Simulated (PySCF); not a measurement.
SMILES C[SiH2]Br at its PBE0/def2-SVP optimised geometry (Å):

```
8

Si    -0.8975    -0.3843     0.0000
C     -1.5281    -1.2979     1.5022
Br     1.3398    -0.3843     0.0000
H     -1.3398     1.0397     0.0000
H     -1.3392    -1.0397    -1.2645
H     -1.1781    -2.3410     1.5001
H     -2.6302    -1.3001     1.5044
H     -1.1793    -0.8156     2.4274
```

Method: PySCF 2.14.0 with PBE0/def2-TZVP.

Map of the electrostatic potential (hartree/e), clipped to [-0.08, 0.12] on the plane z = 1.0 Å:

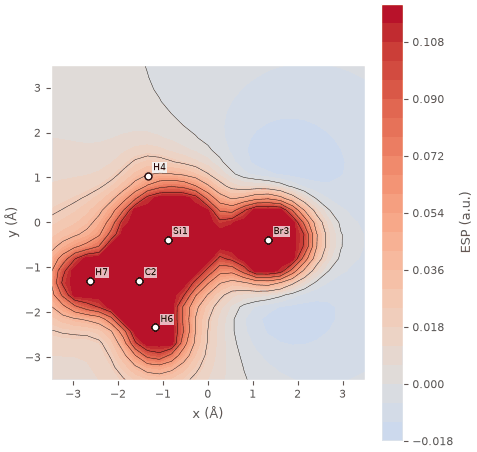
Figure: Electrostatic potential (hartree/e), clipped to [-0.08, 0.12] on the plane z = 1.0 Å.
